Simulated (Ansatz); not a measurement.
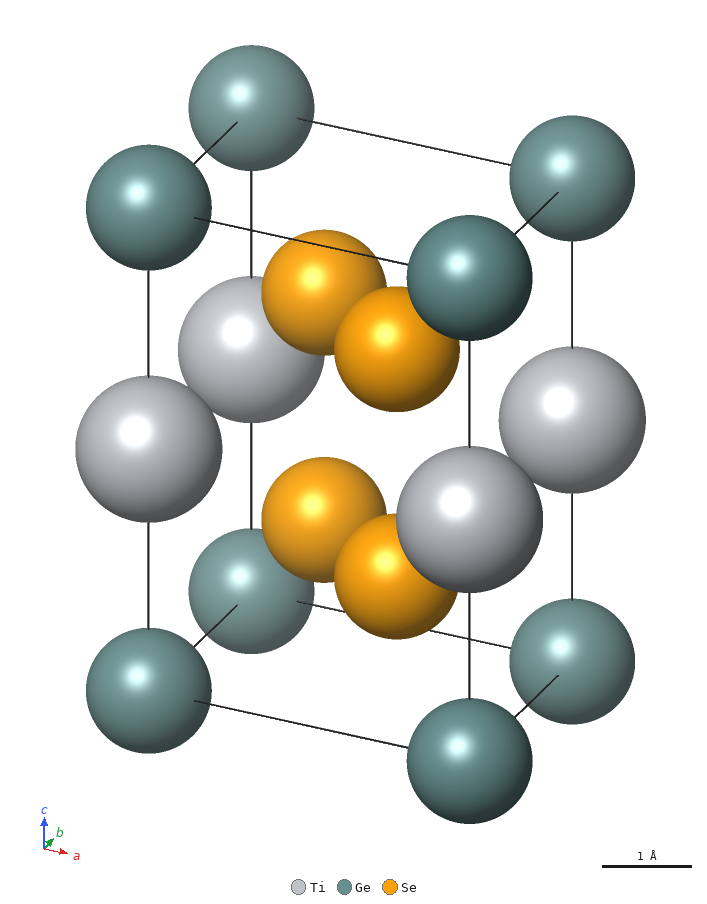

Shown here is a spheres-only view of the crystal, taken slightly off an axis. The box is the simulation cell; atoms on or close to its faces, edges and corners are drawn wherever they repeat.

```
CELL_PARAMETERS angstrom
4.98393 0.00000 0.00000
-2.49197 4.31621 0.00000
0.00000 0.00000 5.60152
ATOMIC_POSITIONS crystal
Ti 0.00000 0.00000 0.50000
Ge 0.00000 0.00000 0.00000
Se 0.33333 0.66667 0.73521
Se 0.33333 0.66667 0.26479
Se 0.66667 0.33333 0.73521
Se 0.66667 0.33333 0.26479
```

Electronic-structure method: DFT PBE, scalar-relativistic, plane waves, PAW (Ansatz). Parameters: wavefunction cutoff 420 eV, Brillouin-zone sampling on a 12×12×8 mesh, Gaussian smearing of 0.1 eV, no spin polarisation.

> List the Bader charges.

Ti +1.36 e; Ge +0.14 e; Se -0.38 e.

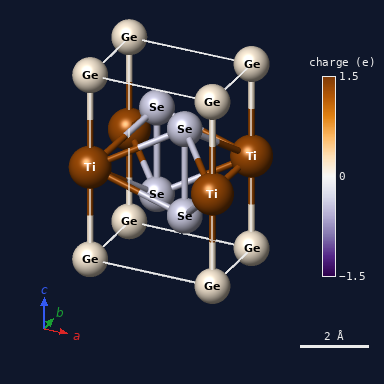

The atoms coloured by those charges.

The initial geometry was a structure type filled with these elements by a generator (whether the compound takes this form wasn't checked). Earlier steps of the study may have refined or changed the cell and positions. Ansatz was used for an electronic-structure calculation on it.
